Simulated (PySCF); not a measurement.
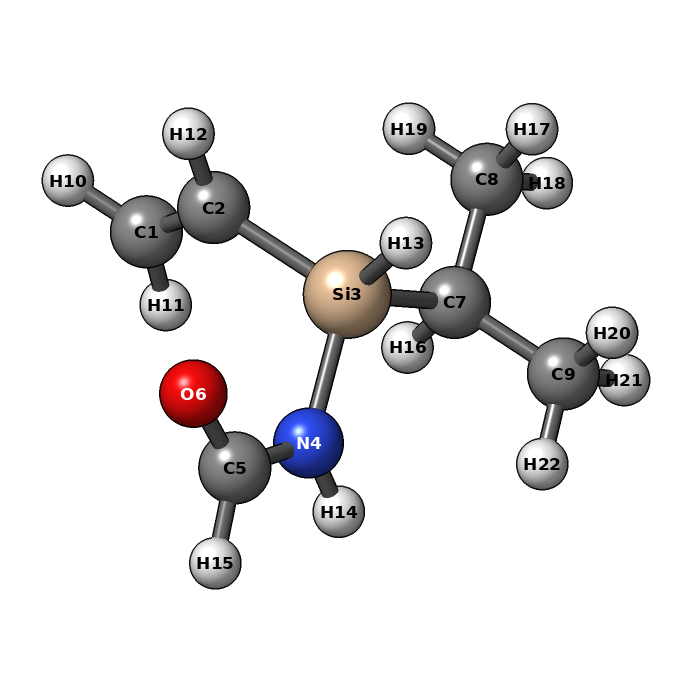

Every bond is drawn as one stick. Computed geometry: PBE0-D3(BJ)/def2-SVP optimisation. No frequency run is at hand to confirm it as a minimum. Computed with PBE0/pcSseg-1 (PySCF 2.14.0).

Question: Which bond between heavy atoms has the highest Mayer bond order?

Answer: C1–C2, 1.98, at a length of 1.338 Å.

Question: Which bond between heavy atoms has the lowest Mayer bond order?

Answer: Si3–N4, 0.78, at 1.784 Å.

List the Mayer bond orders of C1–C2, C2–Si3, Si3–N4, Si3–C7, N4–C5, C5–O6, C7–C8, C7–C9 (bonds between heavy atoms, one of each equivalent set).

| bond | Mayer order | length (Å) |
| --- | --- | --- |
| C1–C2 | 1.98 | 1.338 |
| C2–Si3 | 0.88 | 1.870 |
| Si3–N4 | 0.78 | 1.784 |
| Si3–C7 | 0.88 | 1.892 |
| N4–C5 | 1.19 | 1.360 |
| C5–O6 | 1.89 | 1.210 |
| C7–C8 | 1.04 | 1.529 |
| C7–C9 | 1.03 | 1.529 |
